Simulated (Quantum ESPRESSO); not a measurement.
## Convergence study of the plane-wave cutoff for CaC₂ (I4mm, 3 atoms in the cell)

```xyz
3
Lattice="1.9440 -1.9440 3.2181 1.9440 1.9440 3.2181 -1.9440 -1.9440 3.2181" Properties=species:S:1:pos:R:3 pbc="T T T"
Ca     0.0000     0.0000     0.0500
C      0.0000     0.0000     3.8482
C      0.0000     0.0000     2.5881
```

Level of theory: PBEsol, PSlibrary PAW (PBE) pseudopotentials (plane waves; Quantum ESPRESSO).

Base settings: ecutwfc = 50 Ry; ecutrho = 400 Ry; occupations = smearing; smearing = fermi-dirac; degauss = 0.0036749 Ry; input_dft = pbesol; potentials = {Ca: Ca.pbe-spn-kjpaw_psl.1.0.0.UPF, C: C.pbe-n-kjpaw_psl.1.0.0.UPF}; K_POINTS = automatic 3 3 3 0 0 0; conv_thr = 1e-08 Ry.

Moved along: ecutrho.

The second cell is the first with its lattice scaled by 0.98.

The mesh stays at the base's, so the ladder's end is converged at best in this setting alone.

Only quantities that move along the ladder and can be compared are tabulated; the gap is left out on so coarse a mesh.

The count of work is k-points × plane waves × bands × iterations; it is no time. 

The starting cell comes from a database of computed structures (which also holds hypothetical and non-ambient phases and stackings), without a prior relaxation at this level. Its lattice was rescaled by up to half a per cent. One atom was moved a little off its site on purpose.

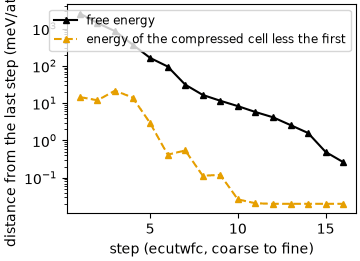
Figure: Distance from the last step along the ladder; very small values are drawn at a floor.

```csv
ecutwfc,free energy less the last step's (meV/atom),energy of the compressed cell less the first (meV/atom),pressure (GPa),largest difference of a force vector from the last step's (eV/Å),count of work / last
17.5 Ry,2525.42,-11.84,-67.56,1.732,0.038
20 Ry,1400.22,-9.26,-44.48,1.769,0.046
22 Ry,850.41,24.33,-31.41,1.596,0.060
25 Ry,371.74,16.85,-17.55,0.863,0.089
28 Ry,162.92,5.63,-9.94,0.392,0.094
30 Ry,95.84,3.12,-7.00,0.212,0.11
35 Ry,31.32,3.24,-3.61,0.038,0.13
40 Ry,16.58,2.82,-2.76,0.004,0.18
45 Ry,11.57,2.82,-2.62,0.006,0.21
50 Ry,8.31,2.68,-2.59,0.005,0.27
55 Ry,5.78,2.72,-2.55,0.003,0.29
60 Ry,4.18,2.69,-2.51,0.002,0.32
68 Ry,2.58,2.71,-2.48,0.001,0.39
75 Ry,1.58,2.71,-2.46,0.002,0.41
88 Ry,0.49,2.70,-2.43,0.002,0.58
100 Ry,0.26,2.70,-2.41,0.000,0.57
120 Ry,0.00,2.70,-2.42,0.000,1.0
```

Coarsest ecutwfc that holds the forces within 0.01 eV/Å of the last step, with all finer ones: 40 Ry, at 0.18 of the last step's count of work; the step before is off by 0.038 eV/Å.

Coarsest ecutwfc that holds the free energy within 5 meV/atom of the last step, with all finer ones: 60 Ry, at 0.32 of the last step's count of work; the step before is off by 5.8 meV/atom.

Coarsest ecutwfc that holds the energy of the compressed cell less the first within 1 meV/atom of the last step, with all finer ones: 30 Ry, at 0.11 of the last step's count of work; the step before is off by 2.9 meV/atom.

The energy difference between the two cells stays within 1 meV/atom of the last step's from 30 Ry on, the total only from 88 Ry on: much of the error is common to both cells and cancels.

At the lowest cutoff the pressure lies 65.1 GPa under the last step's, the usual sign of Pulay stress in an incomplete plane-wave basis.
